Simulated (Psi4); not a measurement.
# SiSe (SMILES [Si][Se]), run twice

Aim: the energy of SiSe at CAM-B3LYP/def2-SV(P) (DKH3, density fitting, ddCOSMO toluene).

The results are computed with Psi4 1.11.

8 further runs of the same task are left out: 6 that didn't finish, 2 set aside as unsound or not needed.

## Step 1: The system as given

SiSe: 2 atoms, total charge 0, spin state singlet. As SMILES, `[Si][Se]`. Geometry: a GFN2-xTB relaxation, a rough one for these elements and not checked as a minimum.

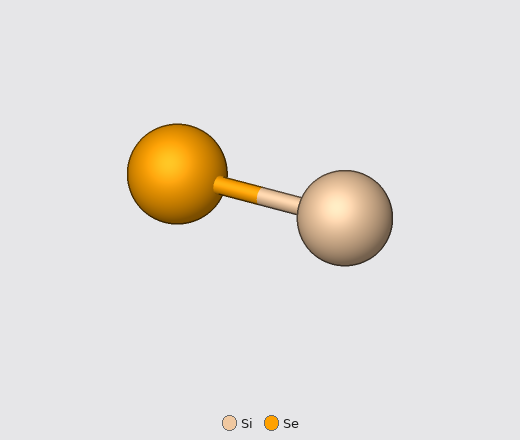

Viewed from a chosen angle; silicon light orange, selenium orange.

## Step 2: Try one

run.py

```python
import psi4

psi4.set_memory(1600000000)
psi4.set_num_threads(1)
psi4.set_output_file('psi4.out', False)

mol = psi4.geometry("""
0 1
Si     0.000000     0.000000     0.000000
Se     0.000000     0.000000     2.124530
units angstrom
symmetry td
""")

options = {'basis': 'def2-SV(P)', 'reference': 'rks', 'scf_type': 'mem_df', 'relativistic': 'dkh', 'dkh_order': 3, 'ddx': True, 'ddx_model': 'cosmo', 'ddx_solvent': 'toluene', 'ddx_radii_set': 'uff'}
psi4.set_options(options)

E = psi4.energy("CAM-B3LYP")
print('E =', round(E, 9))
for k, v in sorted(psi4.core.scalar_variables().items()):
    print(f'{k:45s} {v:18.10f}')
```

Started as:

```console
python run.py
```

psi4.out:

```text
-----------------------------------------------------------------------
                               Psi4 1.11 release

    h
    h
    h

    -----------------------------------------------------------------------

    Memory:     1.5 GiB
    Threads:    1
                ecpint, einsums, f̶o̶r̶t̶e̶, gauxc, gcp, g̶d̶m̶a̶, geometric, g̶p̶u̶_̶d̶f̶c̶c̶,
                i̶n̶t̶e̶g̶r̶a̶t̶o̶r̶x̶x̶, i̶p̶i̶, libefp, m̶d̶i̶, m̶p̶2̶d̶, m̶r̶c̶c̶, ooo,
                o̶p̶e̶n̶f̶e̶r̶m̶i̶o̶n̶p̶s̶i̶4̶, pcmsolver, p̶s̶i̶4̶f̶o̶c̶k̶c̶i̶, p̶s̶i̶x̶a̶s̶,
                p̶y̶e̶i̶n̶s̶u̶m̶s̶, r̶e̶s̶p̶, s̶i̶m̶i̶n̶t̶, s̶n̶s̶m̶p̶2̶,
                v̶2̶r̶d̶m̶_̶c̶a̶s̶s̶c̶f̶
```

The script printed:

```text
Traceback (most recent call last):
  File "run.py", line 7, in <module>
    mol = psi4.geometry("""
RuntimeError:
Fatal Error: PointGroup: Unknown point group name provided.
```

It took 0.48 s on 1 thread of AMD EPYC 9R45 (Zen 5), shared host; peak memory 0.28 GiB.

## Step 3: Reading the log

The job broke off with an error.

The log says `Fatal Error: PointGroup: Unknown point group name provided.`. Cause: the input holds a word that the program doesn't know. To mend it: symmetry c1 in place of td.

## Step 4: Second attempt

calc.py

```python
import psi4

psi4.set_memory(1600000000)
psi4.set_num_threads(1)
psi4.core.set_output_file('psi4.out', False)

m = psi4.geometry("""
0 1
Si     0.000000     0.000000     0.000000
Se     0.000000     0.000000     2.124530
symmetry c1
""")

psi4.set_options({
    'basis': 'def2-SV(P)',
    'reference': 'rks',
    'scf_type': 'mem_df',
    'relativistic': 'dkh',
    'dkh_order': 3,
    'ddx': True,
    'ddx_model': 'cosmo',
    'ddx_solvent': 'toluene',
    'ddx_radii_set': 'uff',
})

e_tot, wfn = psi4.energy("cam-b3lyp", molecule=m, return_wfn=True)
print(f'cam-b3lyp energy: {e_tot:.10f} Eh')
for k, v in sorted(psi4.core.scalar_variables().items()):
    print(f'{k:45s} {v:18.10f}')
```

Started as:

```console
python calc.py
```

psi4.out:

```text
[...]
  Running in c1 symmetry.
[...]
  Nuclear repulsion =  118.561918296715035
[...]
  Multiplicity = 1
[...]
  Nalpha       = 24
  Nbeta        = 24
[...]
    Number of basis functions: 50
[...]
   @DF-RKS iter   1: -2711.45517043018572   -2.09972e+00   3.90939e-02 DIIS/ADIIS
[...]
   @DF-RKS iter   9: -2712.29727383950603   -5.35256e-08   4.02390e-07 DIIS
[...]
    Orbital Energies [Eh]
    ---------------------
    Doubly Occupied:
       1A   -459.358192     2A    -66.419649     3A    -59.673299
       4A    -52.856778     5A    -52.856778     6A    -52.856562
       7A     -8.097502     8A     -5.908547     9A     -5.907802
      10A     -5.907802    11A     -5.435653    12A     -3.773448
      13A     -3.773448    14A     -3.767658    15A     -2.144592
      16A     -2.143647    17A     -2.143647    18A     -2.142898
      19A     -2.142881    20A     -0.772471    21A     -0.504408
      22A     -0.326768    23A     -0.318495    24A     -0.318495
[...]
  @DF-RKS Final Energy: -2712.29727383950603
   => Energetics <=
    Nuclear Repulsion Energy =            118.5619182967150351
    One-Electron Energy =               -4004.5565812574886877
    Two-Electron Energy =                1257.9219109705832125
    DFT Exchange-Correlation Energy =     -84.2226019068479417
    Empirical Dispersion Energy =           0.0000000000000000
    VV10 Nonlocal Energy =                  0.0000000000000000
    DD Solvation Energy =                 -0.0019199424677546
    Total Energy =                      -2712.2972738395060333
[...]
 Multipole Moments:
 ------------------------------------------------------------------------------------
     Multipole            Electronic (a.u.)      Nuclear  (a.u.)        Total (a.u.)
 ------------------------------------------------------------------------------------
 L = 1.  Multiply by 2.5417464519 to convert [e a0] to [Debye]
 Dipole X            :         -0.0000000            0.0000000           -0.0000000
 Dipole Y            :         -0.0000000            0.0000000           -0.0000000
 Dipole Z            :          5.4137212           -6.2370844           -0.8233633
 Magnitude           :                                                    0.8233633
[...]
```

On the terminal:

```text
cam-b3lyp energy: -2712.2972738395 Eh
CURRENT ENERGY                                  -2712.2972738395
CURRENT REFERENCE ENERGY                        -2712.2972738395
DD SOLVATION ENERGY                                -0.0019199425
DFT FUNCTIONAL TOTAL ENERGY                     -2712.2953538970
DFT TOTAL ENERGY                                -2712.2953538970
DFT VV10 ENERGY                                     0.0000000000
DFT XC ENERGY                                     -84.2226019068
GRID ELECTRONS ALPHA                               23.9999976258
GRID ELECTRONS BETA                                23.9999976258
GRID ELECTRONS TOTAL                               47.9999952516
NUCLEAR REPULSION ENERGY                          118.5619182967
ONE-ELECTRON ENERGY                             -4004.5565812575
PCM POLARIZATION ENERGY                             0.0000000000
PE ENERGY                                           0.0000000000
SCF ITERATION ENERGY                            -2712.2972738395
SCF ITERATIONS                                      9.0000000000
SCF TOTAL ENERGY                                -2712.2972738395
TWO-ELECTRON ENERGY                              1257.9219109706
XC GRID RADIAL POINTS                              75.0000000000
XC GRID SPHERICAL POINTS                          302.0000000000
XC GRID TOTAL POINTS                            41236.0000000000
```

It took 2.1 s on 1 thread of AMD EPYC 9R45 (Zen 5), shared host; peak memory 0.29 GiB.

## Step 5: What came out

At CAM-B3LYP/def2-SV(P) (DKH3, density fitting, ddCOSMO toluene):

```
                  quantity           value
              total energy  -2712.29727 Eh
             dipole moment          2.09 D
               HOMO energy        -8.67 eV
               LUMO energy        -1.27 eV
             HOMO–LUMO gap         7.39 eV
solvent term in the energy     -5.0 kJ/mol
```

The basis was contracted for non-relativistic atoms, which limits what the relativistic Hamiltonian can do in the core.
